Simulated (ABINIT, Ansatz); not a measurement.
# Sr2SiS4 (P2_1/m): changed settings of a GW run in ABINIT

What do changed inputs do to GW on Sr2SiS4 (P2_1/m)?

Method: LDA and many-body steps on it, plane waves, in ABINIT 10.8.3.

### Step 1. Starting point

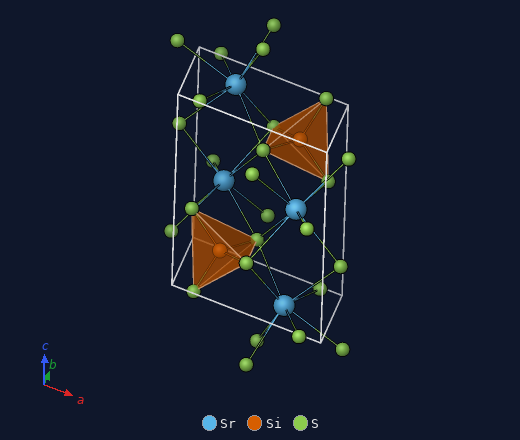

Start, viewed slightly off an axis; strontium blue, silicon orange, sulfur green. Some periodic images of atoms are drawn too.

The cell and positions are those that the Materials Project relaxed with its own functionals (PBE, PBE+U or r2SCAN), kept fixed.

### Step 2. Screening, 2×2×2 mesh, 267 bands, screening to 114.3 eV

This step: ABINIT 10.8.3; RPA screening on LDA, plane waves, norm-conserving pseudopotentials.

The RPA dielectric matrix is built and inverted for each q.

The input, run.abi:

```
acell 3*1.0 Angstrom
rprim 
  6.608739210500 0.000000000000 -0.000000000000
  0.000000000000 6.659542380000 0.000000000000
  -2.582748258700 0.000000000000 7.848229828000
ntypat 3
znucl 38 14 16
natom 14
typat 1 1 1 1 2 2 3 3 3 3 3 3 3 3
xred 
  0.283671200000 0.750000000000 0.951809120000
  0.716328800000 0.250000000000 0.048190880000
  0.224829900000 0.750000000000 0.429263770000
  0.775170100000 0.250000000000 0.570736230000
  0.721301030000 0.750000000000 0.796846200000
  0.278698970000 0.250000000000 0.203153800000
  0.886453430000 0.750000000000 0.061575940000
  0.113546570000 0.250000000000 0.938424060000
  0.916900480000 0.750000000000 0.635667980000
  0.083099520000 0.250000000000 0.364332020000
  0.510384140000 0.501966720000 0.737248200000
  0.489615860000 0.001966720000 0.262751800000
  0.489615860000 0.498033280000 0.262751800000
  0.510384140000 0.998033280000 0.737248200000
pp_dirpath "pseudos"
pseudos "Sr.upf, Si.upf, S.upf"
ecut 28
ngkpt 2 2 2
nshiftk 1
shiftk 0 0 0
kptopt 1
chksymbreak 0
istwfk *1
occopt 1
irdwfk 1
optdriver 3
nband 267
ecuteps 4.2
inclvkb 2
awtr 1
symchi 1
indata_prefix "in"
outdata_prefix "out"
tmpdata_prefix "tmp"
```

Command:

```bash
$ OMP_NUM_THREADS=1 mpirun -n 16 abinit run.abi > log
```

What it wrote:

```text
.Version 10.8.3 of ABINIT. v10.8.2 released Aug 2026.

 Symmetries : space group P2_1/m (# 11); Bravais mP (primitive monocl.)
[... echo of the input left out ...]
== DATASET  1 ==================================================================
-   mpi_nproc: 16, omp_nthreads: 1 (-1 if OMP is not activated)

--- !DatasetInfo
iteration_state: {dtset: 1, }
dimensions: {natom: 14, nkpt: 8, mband: 267, nsppol: 1, nspinor: 1, nspden: 1, mpw: 16528, }
cutoff_energies: {ecut:  28.0, pawecutdg:  -1.0, }
electrons: {nelect:   9.60000000E+01, charge:   0.00000000E+00, occopt:   1.00000000E+00, tsmear:   1.00000000E-02, }

 SCREENING: Calculation of the susceptibility and dielectric matrices

 Based on a program developped by R.W. Godby, V. Olevano, G. Onida, and L. Reining.
 Incorporated in ABINIT by V. Olevano, G.-M. Rignanese, and M. Torrent.
.Using double precision arithmetic ; gwpc =  8

[... cell and pseudopotentials left out ...]
--------------------------------------------------------------------------------

 ==== K-mesh for the wavefunctions ====
 Number of points in the irreducible wedge :     8
[... list of points left out ...]
 Together with  4 symmetry operations and time-reversal symmetry
 yields     8 points in the full Brillouin Zone.

 ==== Q-mesh for the screening function ====
 Number of points in the irreducible wedge :     8
[... list of points left out ...]
 Together with  4 symmetry operations and time-reversal symmetry
 yields     8 points in the full Brillouin Zone.

 setmesh: FFT mesh size selected  =    45x   48x   54
          total number of points  =       116640

 vcoul_init : cutoff-mode = AUXILIARY_FUNCTION
 q-points for optical limit:   1
     1)      0.000010    0.000020    0.000030

- screening: taking advantage of time-reversal symmetry
- Maximum band index for partially occupied states nbvw = 48
- Remaining bands to be divided among processors   nbcw = 219
- Number of bands treated by each node ~13

 Number of electrons calculated from density =   96.0000; Expected =   96.0000
 average of density, n =  0.041185
 r_s =    1.7963
 omega_plasma =   19.5761 [eV]

 calculating chi0 at frequencies [eV] :
  1    0.000000E+00    0.000000E+00
  2    0.000000E+00    1.957607E+01

--------------------------------------------------------------------------------
  q-point number  1        q = ( 0.000000, 0.000000, 0.000000) [r.l.u.]
--------------------------------------------------------------------------------
[... chi0 elements left out ...]
 For q-point:  0.000010 0.000020 0.000030
  dielectric constant =   4.8591
  dielectric constant without local fields =   5.9158

  Average fulfillment of the sum rule on Im[epsilon] for q-point    1 :     68.37  [%]
[... wings left out ...]
  q-point number  2        q = ( 0.500000, 0.000000, 0.000000) [r.l.u.]
--------------------------------------------------------------------------------
[... chi0 elements left out ...]
  Average fulfillment of the sum rule on Im[epsilon] for q-point    2 :     72.35  [%]

 [... 6 further q-points ...]
```

Wall time 14 min (16 MPI ranks of Arm Neoverse N1, shared host); peak memory 21 GiB; 3.6 h of CPU time.

Numbers from this step:

* ε∞ with local fields, on this mesh, along the program's q direction: 4.859
* the same without local fields: 5.916
* plasma frequency: 19.58 eV
* plane waves in the screening matrix: 951

Local fields lower ε∞ by 18 %. On a Γ-centred mesh this coarse the value itself is usually too large, while a short band sum pulls it down.

### Step 3. Base

The self-energy is evaluated for the states that the input lists, and the levels follow from it, in one-shot runs by the linearised quasiparticle equation.

This step: G0W0 on LDA, plane waves, norm-conserving pseudopotentials.

run.abi: that of step 2 with these lines changed.

```diff
@@ -35,8 +35,17 @@
 irdwfk 1
-optdriver 3
+optdriver 4
 nband 267
+gwcalctyp 0
+ecutsigx 28
+symsigma 1
+nkptgw 2
+kptgw 
+  0.0000000000 0.0000000000 0.0000000000
+  0.5000000000 0.0000000000 0.0000000000
+bdgw 
+  47 50
+  47 50
 ecuteps 4.2
-inclvkb 2
-awtr 1
-symchi 1
+irdscr 1
+ppmodel 1
 indata_prefix "in"
```

What it wrote:

```text
.Version 10.8.3 of ABINIT. v10.8.2 released Aug 2026.

 Symmetries : space group P2_1/m (# 11); Bravais mP (primitive monocl.)
[... echo of the input left out ...]
== DATASET  1 ==================================================================
-   mpi_nproc: 16, omp_nthreads: 1 (-1 if OMP is not activated)

--- !DatasetInfo
iteration_state: {dtset: 1, }
dimensions: {natom: 14, nkpt: 8, mband: 267, nsppol: 1, nspinor: 1, nspden: 1, mpw: 16528, }
cutoff_energies: {ecut:  28.0, pawecutdg:  -1.0, }
electrons: {nelect:   9.60000000E+01, charge:   0.00000000E+00, occopt:   1.00000000E+00, tsmear:   1.00000000E-02, }

 SIGMA: Calculation of the GW corrections

 Based on a program developped by R.W. Godby, V. Olevano, G. Onida, and L. Reining.
 Incorporated in ABINIT by V. Olevano, G.-M. Rignanese, and M. Torrent.
.Using double precision arithmetic ; gwpc =  8

[... cell and pseudopotentials left out ...]
--------------------------------------------------------------------------------

 ==== K-mesh for the wavefunctions ====
 Number of points in the irreducible wedge :     8
[... list of points left out ...]
 Together with  4 symmetry operations and time-reversal symmetry
 yields     8 points in the full Brillouin Zone.

 ==== Q-mesh for screening function ====
 Number of points in the irreducible wedge :     8
[... list of points left out ...]
 Together with  4 symmetry operations and time-reversal symmetry
 yields     8 points in the full Brillouin Zone.

 vcoul_init : cutoff-mode = AUXILIARY_FUNCTION
 q-points for optical limit:   1
     1)      0.000010    0.000020    0.000030
 setmesh: FFT mesh size selected  =    60x   60x   72
          total number of points  =       259200

 Number of electrons calculated from density =   96.0000; Expected =   96.0000
 average of density, n =  0.041185
 r_s =    1.7963
 omega_plasma =   19.5761 [eV]

 === KS Band Gaps ===
  >>>> For spin  1
   Minimum direct gap =   2.9522 [eV], located at k-point      :   0.5000  0.0000  0.0000
   Fundamental gap    =   2.7666 [eV], Top of valence bands at :   0.0000  0.0000  0.0000
                                       Bottom of conduction at :   0.5000  0.0000  0.0000
 SIGMA fundamental parameters:
 PLASMON POLE MODEL  1
 number of plane-waves for SigmaX                16459
 number of plane-waves for SigmaC and W            951
 number of plane-waves for wavefunctions         16459
 number of bands                                   267
 number of independent spin polarizations            1
 number of spinorial components                      1
 number of k-points in IBZ                           8
 number of q-points in IBZ                           8
 number of symmetry operations                       4
 number of k-points in BZ                            8
 number of q-points in BZ                            8
 number of frequencies for dSigma/dE                 9
 frequency step for dSigma/dE [eV]                0.25
 number of omega for Sigma on real axis              0
 max omega for Sigma on real axis  [eV]           0.00
 zcut for avoiding poles [eV]                     0.10

 EPSILON^-1 parameters (SCR file):
 dimension of the eps^-1 matrix on file            951
 dimension of the eps^-1 matrix used               951
 number of plane-waves for wavefunctions         16459
 number of bands                                   267
 number of q-points in IBZ                           8
 number of frequencies                               2
 number of real frequencies                          1
 number of imag frequencies                          1

 matrix elements of self-energy operator (all in [eV])

 Perturbative Calculation

--- !SelfEnergy_ee
iteration_state: {dtset: 1, }
kpoint     : [   0.000,    0.000,    0.000, ]
spin       : 1
KS_gap     :    3.139
QP_gap     :    4.671
Delta_QP_KS:    1.531
data: !SigmaeeData |
     Band     E0 <VxcDFT>   SigX SigC(E0)      Z dSigC/dE  Sig(E)    E-E0       E
       47   3.591 -12.965 -15.876   2.262   0.786  -0.273 -13.475  -0.510   3.081
       48   3.808 -12.880 -15.746   2.197   0.784  -0.275 -13.405  -0.525   3.283
       49   6.948  -9.881  -5.386  -3.266   0.818  -0.222  -8.875   1.006   7.954
       50   7.243  -9.945  -5.093  -3.272   0.825  -0.212  -8.641   1.305   8.548

--- !SelfEnergy_ee
iteration_state: {dtset: 1, }
kpoint     : [   0.500,    0.000,    0.000, ]
spin       : 1
KS_gap     :    2.952
QP_gap     :    4.696
Delta_QP_KS:    1.744
data: !SigmaeeData |
     Band     E0 <VxcDFT>   SigX SigC(E0)      Z dSigC/dE  Sig(E)    E-E0       E
       47   3.570 -12.732 -15.644   2.241   0.784  -0.275 -13.258  -0.526   3.044
       48   3.623 -13.021 -15.912   2.254   0.786  -0.272 -13.521  -0.501   3.122
       49   6.575  -9.763  -5.121  -3.136   0.825  -0.212  -8.520   1.243   7.818
       50   6.981 -10.009  -5.529  -3.146   0.818  -0.222  -8.918   1.091   8.073

== END DATASET(S) ==============================================================
================================================================================

 -outvars: echo values of variables after computation  --------
           etotal      0.0000000000E+00
            nband         267
             nkpt           8
          spgroup          11
 [... the other variables as echoed above ...]

 Calculation completed.
```

It took 1.7 min on 16 MPI ranks; peak memory 14 GiB; 28 min of CPU time.

Numbers from this step:

```yaml
g0w0_gap_on_the_points_computed: 4.535 eV
starting_gap_on_the_mesh: 2.767 eV
k_of_the_valence_top: 0, 0, 0
k_of_the_conduction_bottom: 0.5, 0, 0
z_at_the_valence_top: 0.784
z_at_the_conduction_bottom: 0.825
least_direct_g0w0_gap_on_the_computed_points: 4.671 eV
```

The gap on the mesh goes from 2.77 eV to 4.54 eV, a correction of +1.77 eV.

### Step 4. Broadening of the poles

run.abi: that of step 3 with these lines changed.

```diff
@@ -50,2 +50,3 @@
 ppmodel 1
+zcut 1.0 eV
 indata_prefix "in"
```

What it wrote:

```text
.Version 10.8.3 of ABINIT. v10.8.2 released Aug 2026.

 Symmetries : space group P2_1/m (# 11); Bravais mP (primitive monocl.)
[... echo of the input left out ...]
== DATASET  1 ==================================================================
-   mpi_nproc: 16, omp_nthreads: 1 (-1 if OMP is not activated)

--- !DatasetInfo
iteration_state: {dtset: 1, }
dimensions: {natom: 14, nkpt: 8, mband: 267, nsppol: 1, nspinor: 1, nspden: 1, mpw: 16528, }
cutoff_energies: {ecut:  28.0, pawecutdg:  -1.0, }
electrons: {nelect:   9.60000000E+01, charge:   0.00000000E+00, occopt:   1.00000000E+00, tsmear:   1.00000000E-02, }

 SIGMA: Calculation of the GW corrections

 Based on a program developped by R.W. Godby, V. Olevano, G. Onida, and L. Reining.
 Incorporated in ABINIT by V. Olevano, G.-M. Rignanese, and M. Torrent.
.Using double precision arithmetic ; gwpc =  8

[... cell and pseudopotentials left out ...]
--------------------------------------------------------------------------------

 ==== K-mesh for the wavefunctions ====
 Number of points in the irreducible wedge :     8
[... list of points left out ...]
 Together with  4 symmetry operations and time-reversal symmetry
 yields     8 points in the full Brillouin Zone.

 ==== Q-mesh for screening function ====
 Number of points in the irreducible wedge :     8
[... list of points left out ...]
 Together with  4 symmetry operations and time-reversal symmetry
 yields     8 points in the full Brillouin Zone.

 vcoul_init : cutoff-mode = AUXILIARY_FUNCTION
 q-points for optical limit:   1
     1)      0.000010    0.000020    0.000030
 setmesh: FFT mesh size selected  =    60x   60x   72
          total number of points  =       259200

 Number of electrons calculated from density =   96.0000; Expected =   96.0000
[...]
number of omega for Sigma on real axis              0
 max omega for Sigma on real axis  [eV]           0.00
 zcut for avoiding poles [eV]                     1.00

 EPSILON^-1 parameters (SCR file):
 dimension of the eps^-1 matrix on file            951
 dimension of the eps^-1 matrix used               951
 number of plane-waves for wavefunctions         16459
 number of bands                                   267
 number of q-points in IBZ                           8
 number of frequencies                               2
 number of real frequencies                          1
 number of imag frequencies                          1

 matrix elements of self-energy operator (all in [eV])

 Perturbative Calculation

--- !SelfEnergy_ee
iteration_state: {dtset: 1, }
kpoint     : [   0.000,    0.000,    0.000, ]
spin       : 1
KS_gap     :    3.139
QP_gap     :    4.671
Delta_QP_KS:    1.531
data: !SigmaeeData |
     Band     E0 <VxcDFT>   SigX SigC(E0)      Z dSigC/dE  Sig(E)    E-E0       E
       47   3.591 -12.965 -15.876   2.262   0.786  -0.273 -13.475  -0.510   3.081
       48   3.808 -12.880 -15.746   2.197   0.784  -0.275 -13.405  -0.525   3.283
       49   6.948  -9.881  -5.386  -3.266   0.818  -0.222  -8.875   1.006   7.954
[...]
--- !SelfEnergy_ee
iteration_state: {dtset: 1, }
kpoint     : [   0.500,    0.000,    0.000, ]
spin       : 1
KS_gap     :    2.952
QP_gap     :    4.696
Delta_QP_KS:    1.744
data: !SigmaeeData |
     Band     E0 <VxcDFT>   SigX SigC(E0)      Z dSigC/dE  Sig(E)    E-E0       E
[...]
49   6.575  -9.763  -5.121  -3.136   0.825  -0.212  -8.520   1.243   7.818
       50   6.981 -10.009  -5.529  -3.146   0.818  -0.222  -8.918   1.091   8.073

== END DATASET(S) ==============================================================
================================================================================

 -outvars: echo values of variables after computation  --------
           etotal      0.0000000000E+00
            nband         267
             nkpt           8
          spgroup          11
 [... the other variables as echoed above ...]

 Calculation completed.
```

The job ended after 96 s (16 MPI ranks; peak memory 14 GiB; 25 min of CPU time).

This step gave:

```yaml
g0w0_gap_on_the_points_computed: 4.535 eV
starting_gap_on_the_mesh: 2.767 eV
k_of_the_valence_top: 0, 0, 0
k_of_the_conduction_bottom: 0.5, 0, 0
z_at_the_valence_top: 0.784
z_at_the_conduction_bottom: 0.825
least_direct_g0w0_gap_on_the_computed_points: 4.671 eV
```

Against G0W0 in ABINIT (2×2×2 mesh, 267 bands, screening to 114.3 eV, Godby-Needs plasmon pole), the gap moves by +0.000 eV.

[end of part 1 of 2]

[Paths, hosts, dates, memory and timing lines, banners, echoed tables and standing remarks are left out of the program output.]

[Logs are printed without paths, hosts, clocks, repeated set-up lines and the standing remarks that a program may print on its own settings, such as how far it seeks lower states.]

[Runs of the session that timed out or met a known fault of the program may be left out.]

[Hosts, paths, dates, database ids (printed as entryN), source tags and the programs' standing remarks are cut or masked in the printed files.]

[G0W0 gaps are taken among the corrected bands and points alone; a level outside them can change the order at an edge.]

[Where Ansatz stands beside ABINIT at settings called matched, ABINIT's density can come from a denser mesh and the files from another edition; pairs whose starting gaps differed by over 0.03 eV were left out, so agreement reads better than it is.]
